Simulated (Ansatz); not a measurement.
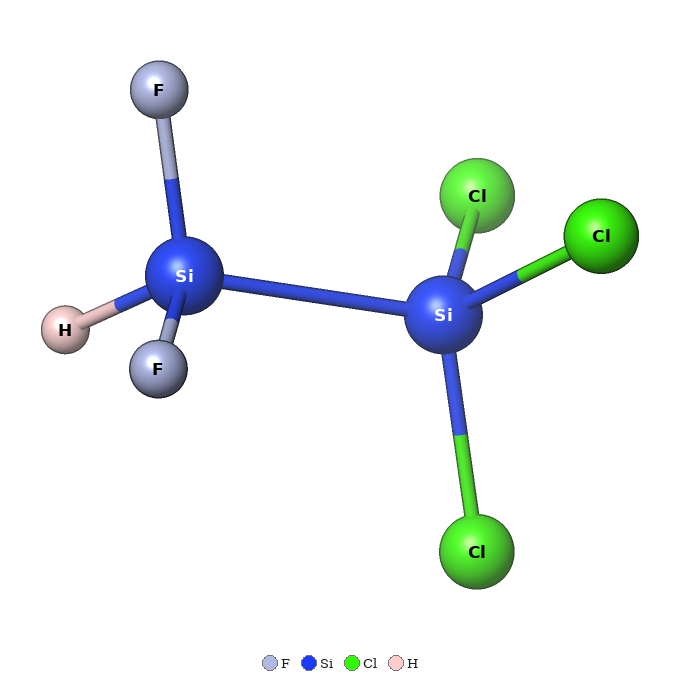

Depth is shown by fading: the farther an atom, the more it takes the colour of the background. The computed structure is the end point of a PBE-D4/def2-SVP optimisation. No frequency run is at hand to confirm it as a minimum.

Which symmetry elements does this geometry have?

It has 1 mirror plane, so the point group is Cs. The group has 2 operations. The geometry is achiral, and symmetry allows a dipole moment.
